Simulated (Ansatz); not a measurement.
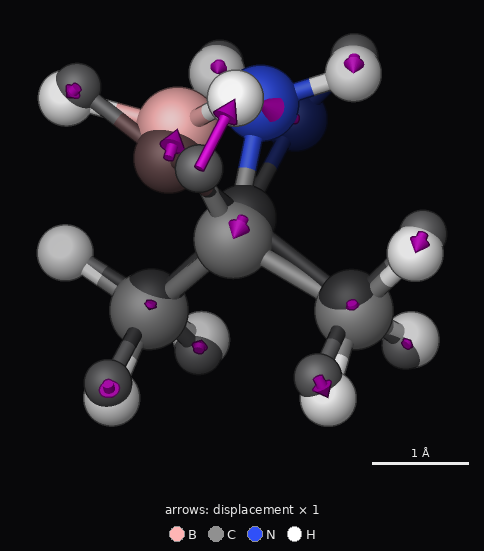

This is a relaxation of C₃H₁₀BN. The starting structure is drawn faded, the final one solid; purple arrows show the displacements, at their true length. The two geometries are superimposed by the best rigid fit.

Style: ball-and-stick. Shown at a tilt.

The run prepares an end point of a later path (inversion) calculation, from a guessed geometry.

These are results of Ansatz 0.2.0, RKS B3LYP-D4/def2-SVP, not measurements. Set-up: no spin polarisation; force threshold 0.015 eV/Å; at most 40 steps.

What did the optimiser do to the structure, and how much energy did it gain?

Answer. The largest move after the best rigid fit is that of an H atom, 0.88 Å. By element the largest moves are H 0.88 Å, N 0.71 Å, B 0.38 Å, C 0.29 Å. Near-neighbour distances that change, for instance: B–N 2.549 → 1.630 Å, C–H 1.037 → 1.102 Å, B–H 1.149 → 1.211 Å, C–H 1.160 → 1.102 Å. Among the angles between lasting bonds that change: B–C–N 112.3° → 63.5°, B–C–C 105.8° → 121.3°, B–C–C 109.1° → 121.3°. The energy falls by 117.3 kJ/mol in 13 accepted moves (14 points after the start). Largest force component: 5.2 eV/Å at the start, 0.011 eV/Å at the end. The line search rejected the trial step at point 9 of the run.
